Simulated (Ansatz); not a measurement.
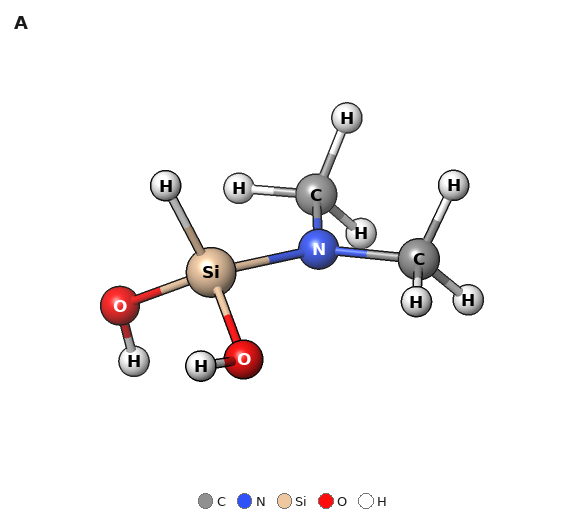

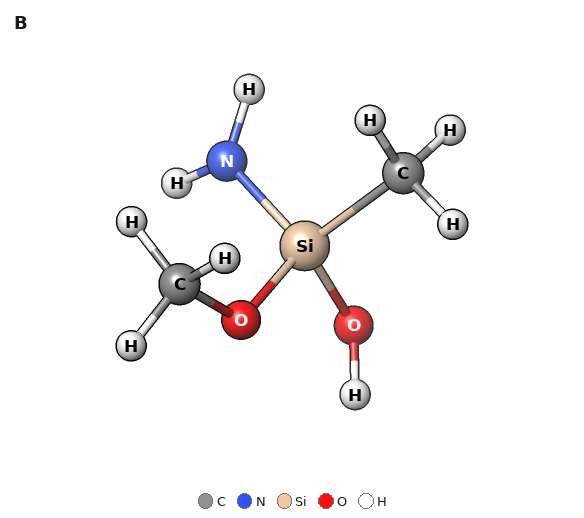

2 stationary structures of one formula. Geometries: PBE0-D4/def2-TZVP. Electronic energies: CCSD(T)/CBS (MP2 limit from def2-TZVPP and def2-QZVPP plus CCSD(T) − MP2) (Ansatz 0.2.0), without zero-point energy. No frequency run is at hand to confirm each as a minimum. Each is one conformer, not always the lowest.

> Are they conformers, stereoisomers or constitutional isomers?

They are constitutional isomers of C2H9NO2Si: A `CN(C)[SiH](O)O`, B `CO[Si@](C)(N)O`.

> Which is lowest in energy, and by how much?

B is lowest; A lies 14.4 kcal/mol above it.

Give E(B) − E(A) in kcal/mol at these levels too: ωB97M-V/def2-TZVPP; RHF-CCSD(T) (frozen core)/def2-TZVPP; ωB97X-V/def2-TZVPP; B3LYP-D4/def2-TZVPP; CCSD(T)/CBS (MP2 limit from def2-TZVPP and def2-QZVPP plus CCSD(T) − MP2); RHF-MP2 (frozen core)/def2-QZVPP; r2SCAN-D4/def2-TZVPP; B2PLYP (frozen core)/def2-TZVPP.

```tsv
level	E(B) − E(A) (kcal/mol)
ωB97M-V/def2-TZVPP	−15.2
RHF-CCSD(T) (frozen core)/def2-TZVPP	−13.8
ωB97X-V/def2-TZVPP	−14.4
B3LYP-D4/def2-TZVPP	−14.6
CCSD(T)/CBS (MP2 limit from def2-TZVPP and def2-QZVPP plus CCSD(T) − MP2)	−14.4
RHF-MP2 (frozen core)/def2-QZVPP	−13.9
r2SCAN-D4/def2-TZVPP	−15.4
B2PLYP (frozen core)/def2-TZVPP	−14.4
```
